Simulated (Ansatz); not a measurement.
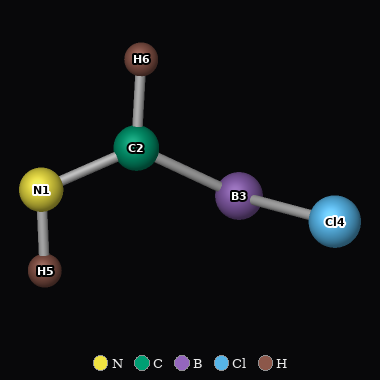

The system is CH2BClN, charge −1; the picture shows the grid point nearest to the relaxed geometry. 
- Two internal coordinates are moved rigidly from the geometry relaxed at PBE0-D4/def2-TZVP, all others fixed.
- First axis: bond C2–B3. Second axis: angle B3–C2–H6.
- The scan uses a 6 × 7 grid. At 3 points there is no value.
- Points are written as (first, second).
- All energies are given in eV relative to the lowest grid point.
- The calculation used RKS PBE0-D4/def2-TZVPPD in Ansatz.

Its coordinates:

```yaml
atoms:
  - { symbol: N, position_ang: [-1.0960, 0.9038, 0.2231] }
  - { symbol: C, position_ang: [0.1155, 0.4745, 0.0769] }
  - { symbol: B, position_ang: [0.6788, -0.6201, -0.7801] }
  - { symbol: Cl, position_ang: [1.0994, -2.0751, 0.2594] }
  - { symbol: H, position_ang: [-1.7228, 0.2998, -0.3177] }
  - { symbol: H, position_ang: [0.8886, 1.0819, 0.5891] }
```

Range: bond C2–B3 from 1.267 to 2.035 Å; angle B3–C2–H6 from 95.7 to 131.7°.

Question: What landscape does the calculation give?

Answer: The lowest grid point is at (1.500 Å, 113.7°). The highest grid point, (1.267 Å, 131.7°), lies 1.63 eV above the lowest.

```
angle B3–C2–H6 ↓, bond C2–B3 →  1.267  1.362  1.500  1.662  1.842  2.035
                         131.7   1.63   0.68   0.15   0.21   0.61      –
                         125.7   1.55   0.59   0.07   0.14   0.56      –
                         119.7   1.49   0.54   0.02   0.10   0.53      –
                         113.7   1.44   0.50   0.00   0.10   0.54   1.08
                         107.7   1.40   0.48   0.01   0.12   0.57   1.12
                         101.7   1.37   0.48   0.04   0.18   0.64   1.18
                          95.7   1.34   0.49   0.09   0.26   0.73   1.26
```

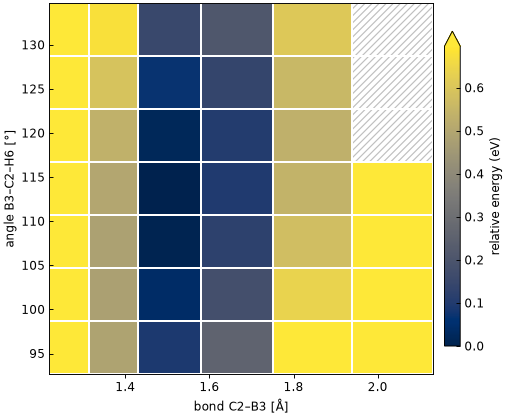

The picture shows one coloured cell a grid point, one colour for all values above the top of the scale, hatched blanks where no value was computed.

Each point was launched as `ansatz run in.yaml --threads 2 --pin off --events-out ev --progress --plain --max-ram 4352MiB`.
